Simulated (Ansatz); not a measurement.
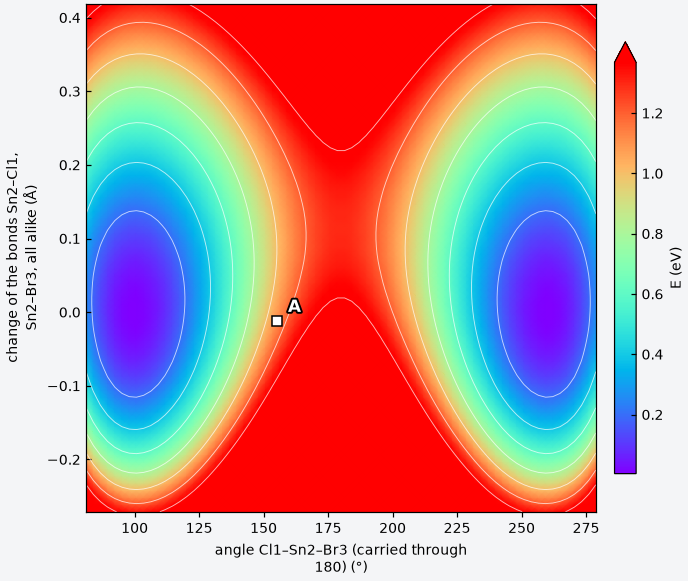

BrClSn, SMILES [Cl][Sn][Br]. The first coordinate is: angle Cl1–Sn2–Br3 (carried through 180); the second: change of the bonds Sn2–Cl1, Sn2–Br3, all alike. Nothing is relaxed (all other coordinates rigid). Grid: 9 × 9 points; 45 points were computed and 36 follow by symmetry. Points are written as (first, second). Energies: eV, counted from the relaxed molecule at the same level. Computed with RKS PBE0-D4/def2-SVP in Ansatz 0.2.0.

Drawn: a smooth colour map with a few white contour lines, one colour for all values above the top of the scale, the point A. Between grid points the surface is interpolated.

Is A at rest? If not, where is it pushed?

A, at (155.3°, −0.012 Å), is not a stationary point. The computed force is 0.026 eV for each degree towards smaller values of the first coordinate and 2.4 eV for each Å towards larger values of the second coordinate.
